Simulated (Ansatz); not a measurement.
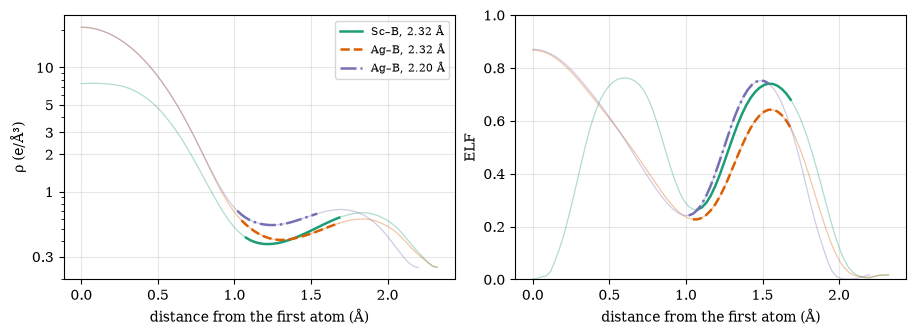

The picture shows: ScAg3B2. Valence pseudo-density and electron localisation function along straight lines between neighbouring atoms. Thin, pale parts lie inside the atomic spheres.

Space group I4/mmm; a generated structure, not necessarily the stable one.

Level of theory: DFT PBE, scalar-relativistic, plane waves, PAW (Ansatz 0.2.0).

In a PAW calculation such maps are meaningful between the atoms, not at the nuclei.

The calculation's input:

```
crystal:
  lattice:
    - [-2.3222747679, 2.3222747679, 4.3913588326]
    - [2.3222747679, -2.3222747679, 4.3913588326]
    - [2.3222747679, 2.3222747679, -4.3913588326]
  atoms:
    - { symbol: Sc, position: [0.0, 0.0, 0.0] }
    - { symbol: Ag, position: [0.75, 0.25, 0.5] }
    - { symbol: Ag, position: [0.25, 0.75, 0.5] }
    - { symbol: Ag, position: [0.5, 0.5, 0.0] }
    - { symbol: B, position: [0.5, 0.0, 0.5] }
    - { symbol: B, position: [0.0, 0.5, 0.5] }
basis:
  ecutwfc: 420
kpoints:
  mp_grid: { grid: [10, 10, 10] }
hamiltonian:
  xc: pbe
scf:
  occupations: { method: gaussian, width: 0.1 }
output:
  forces: true
  stress: true
  eigenvalues: true
  write_density: true
  write_potential: true
  elf: true
  volumetric_format: npy
relax:
  adjacent_minimum: "off"
  f_tol: 0.01
  max_steps: 80
  cell: { stress_tol: 0.05 }
```

Run with:

```sh
ansatz run input.yaml --threads 1 --pin off --max-ram 2560MiB --backend cpu --events-out ev --progress --plain --runs-dir out
```

Below, planes, directions and counts refer to the conventional cell (a = 4.65 Å, b = 4.65 Å, c = 8.80 Å, α = 90.00°, β = 90.00°, γ = 90.00°).

The fields are those of the relaxed geometry.

Q: What can be read from the curves?

A: Sc–B (2.32 Å): ρ is about 0.39 e/Å³ halfway; the ELF peaks at about 0.75 in the valence shell of B, 0.8 Å from its nucleus, and is about 0.30 at the midpoint.
Ag–B (2.32 Å): ρ at the midpoint is about 0.46 e/Å³, with its minimum of 0.41 e/Å³ about 1.3 Å from Ag; the ELF peaks at about 0.65 in the valence shell of B, 0.8 Å from its nucleus, and is about 0.25 at the midpoint.
Ag–B (2.20 Å): the density is about 0.59 e/Å³ at the midpoint; the ELF peaks at about 0.75 in the valence shell of B, 0.7 Å from its nucleus, and is about 0.30 at the midpoint.
